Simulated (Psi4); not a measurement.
# UPBE/6-311++G(2d,2p) (sweep point 8) run of SiHClOF (SMILES O[Si](F)Cl)

Aim: the vertical ionisation energy of SiHClOF at UPBE/6-311++G(2d,2p) (sweep point 8), from 2 runs. 

The results are computed with Psi4 1.11.

### 1 The molecule

The species is SiHClOF (5 atoms), meant as a doublet with charge 0. SMILES: `O[Si](F)Cl`. Geometry: relaxed at PBE0-D4/def2-TZVP. This is one conformer, not always the lowest.

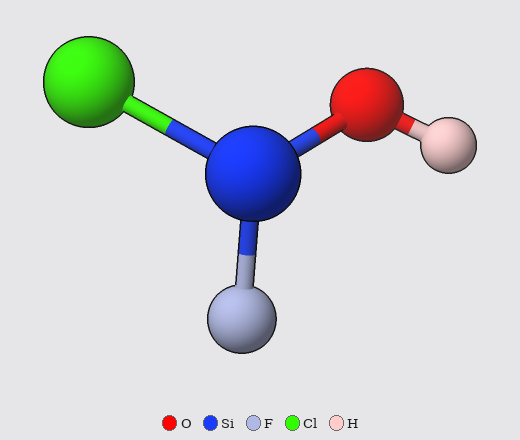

The structure, seen from a chosen angle (oxygen red, silicon blue, fluorine light blue, chlorine green, hydrogen pink).

### 2 A single-point energy at UPBE/6-311++G(2d,2p) (sweep point 8)

File input.inp:

```
memory 1600 MB

molecule mol {
  0 2
  O     -0.00661404     2.15674443    -0.02551130
  Si     0.14796556    -0.80634614     0.80445641
  F      1.85098674    -2.32833156    -1.16558307
  Cl    -3.44893915    -2.18773593     0.66745127
  H      1.55070926     3.02658536    -0.35867002
  units au
  symmetry c1
}

set globals {
  basis 6-311++G(2d,2p)
  reference uks
  puream true
  scf_type pk
  dft_radial_points 99
  dft_spherical_points 590
  maxiter 150
}

energy_value, wavefunction = energy("pbe", return_wfn=True)
```

Run with:

```bash
$ psi4 -i input.inp -o input.out -n 1
```

input.out:

```text
[...]
  Running in c1 symmetry.
[...]
  Nuclear repulsion =  217.611250544756160
[...]
  Multiplicity = 2
[...]
  Nalpha       = 25
  Nbeta        = 24
[...]
    Number of basis functions: 134
[...]
   @UKS iter   1:  -924.73590434530968   -6.65535e-03   7.27022e-03 DIIS/ADIIS
[...]
   @UKS iter  10:  -925.05228156816577   -1.80633e-07   6.87754e-07 DIIS
[...]
   @S^2 Observed:                7.515581768E-01
[...]
    Orbital Energies [Eh]
    ---------------------
    Alpha Occupied:
       1A   -100.703937     2A    -65.485803     3A    -24.267630
       4A    -18.789320     5A     -9.197794     6A     -7.022274
       7A     -7.014734     8A     -7.014326     9A     -5.135253
      10A     -3.547301    11A     -3.546497    12A     -3.545125
      13A     -1.112153    14A     -0.963010    15A     -0.774912
      16A     -0.545441    17A     -0.480927    18A     -0.420457
      19A     -0.408980    20A     -0.392052    21A     -0.364780
      22A     -0.334232    23A     -0.310980    24A     -0.307348
      25A     -0.209353
    Alpha Virtual:
[...]
  @UKS Final Energy:  -925.05228156816577
   => Energetics <=
    Nuclear Repulsion Energy =            217.6112505447561603
    One-Electron Energy =               -1713.4880945250529294
    Two-Electron Energy =                 638.9958795626118899
    DFT Exchange-Correlation Energy =     -68.1713171504808599
    Empirical Dispersion Energy =           0.0000000000000000
    VV10 Nonlocal Energy =                  0.0000000000000000
    Total Energy =                       -925.0522815681657676
[...]
 Multipole Moments:
 ------------------------------------------------------------------------------------
     Multipole            Electronic (a.u.)      Nuclear  (a.u.)        Total (a.u.)
 ------------------------------------------------------------------------------------
 L = 1.  Multiply by 2.5417464519 to convert [e a0] to [Debye]
 Dipole X            :         -0.5965687            1.1356705            0.5391018
 Dipole Y            :         -2.7015492            3.2137269            0.5121776
 Dipole Z            :         -0.0431273            0.1995461            0.1564187
 Magnitude           :                                                    0.7598839
[...]
```

Run time: 17 s. Hardware: 1 thread of Intel Xeon 6975P-C (Granite Rapids), shared host; peak memory 0.94 GiB.

### 3 The singlet cation

File clfhosi.inp:

```
memory 1600 mb

molecule system {
  1 1
  O     -0.00661404     2.15674443    -0.02551130
  Si     0.14796556    -0.80634614     0.80445641
  F      1.85098674    -2.32833156    -1.16558307
  Cl    -3.44893915    -2.18773593     0.66745127
  H      1.55070926     3.02658536    -0.35867002
  units bohr
  symmetry c1
}

set {
  basis                6-311++G(2d,2p)
  puream               true
  scf_type             pk
  dft_radial_points    99
  dft_spherical_points 590
}

result, w = energy('pbe', return_wfn=True)
```

Run with:

```bash
$ psi4 -n 1 clfhosi.inp clfhosi.out
```

clfhosi.out:

```text
[...]
  Running in c1 symmetry.
[...]
  Nuclear repulsion =  217.611250544756160
[...]
  Multiplicity = 1
[...]
  Nalpha       = 24
  Nbeta        = 24
[...]
    Number of basis functions: 134
[...]
   @RKS iter   1:  -924.43734754305024    2.91901e-01   6.78118e-03 ADIIS/DIIS
[...]
   @RKS iter  10:  -924.71924677903326   -1.78738e-07   5.38990e-07 DIIS
[...]
    Orbital Energies [Eh]
    ---------------------
    Doubly Occupied:
       1A   -100.958214     2A    -65.788993     3A    -24.518450
       4A    -19.046925     5A     -9.448693     6A     -7.275731
       7A     -7.265152     8A     -7.263778     9A     -5.433646
      10A     -3.848217    11A     -3.843433    12A     -3.841962
      13A     -1.353750    14A     -1.207010    15A     -1.012476
      16A     -0.786764    17A     -0.719994    18A     -0.657627
      19A     -0.646126    20A     -0.629780    21A     -0.603825
      22A     -0.570974    23A     -0.540979    24A     -0.534860
[...]
  @RKS Final Energy:  -924.71924677903326
   => Energetics <=
    Nuclear Repulsion Energy =            217.6112505447561603
    One-Electron Energy =               -1700.9627356485873406
    Two-Electron Energy =                 626.4497933533690457
    DFT Exchange-Correlation Energy =     -67.8175550285710500
    Empirical Dispersion Energy =           0.0000000000000000
    VV10 Nonlocal Energy =                  0.0000000000000000
    Total Energy =                       -924.7192467790332557
[...]
 Multipole Moments:
 ------------------------------------------------------------------------------------
     Multipole            Electronic (a.u.)      Nuclear  (a.u.)        Total (a.u.)
 ------------------------------------------------------------------------------------
 L = 1.  Multiply by 2.5417464519 to convert [e a0] to [Debye]
 Dipole X            :         -0.1942364            1.1356705            0.9414341
 Dipole Y            :         -2.5088055            3.2137269            0.7049214
 Dipole Z            :          0.6576189            0.1995461            0.8571649
 Magnitude           :                                                    1.4553158
[...]
```

Wall time 16 s (1 thread of Intel Xeon 6975P-C (Granite Rapids), shared host); peak memory 0.94 GiB.

### 4 What came out

Level: UPBE/6-311++G(2d,2p) (sweep point 8).

| quantity | value |
| --- | --- |
| doublet SiHClOF: total energy | -925.05228 Eh |
| doublet SiHClOF: dipole moment | 1.93 D |
| doublet SiHClOF: HOMO energy (highest over α and β) | -5.70 eV |
| doublet SiHClOF: LUMO energy (lowest over α and β) | -3.94 eV |
| doublet SiHClOF: ⟨S²⟩ | 0.752 |
| singlet cation: total energy | -924.71925 Eh |
| singlet cation: HOMO energy | -14.55 eV |
| singlet cation: LUMO energy | -12.25 eV |
| singlet cation: HOMO–LUMO gap | 2.30 eV |
| vertical ionisation energy (to the singlet cation) | 9.062 eV |

What this shows: Removing an electron at fixed nuclei costs 9.06 eV (874 kJ/mol). Only the singlet of the ionised species was computed; a triplet could lie lower.
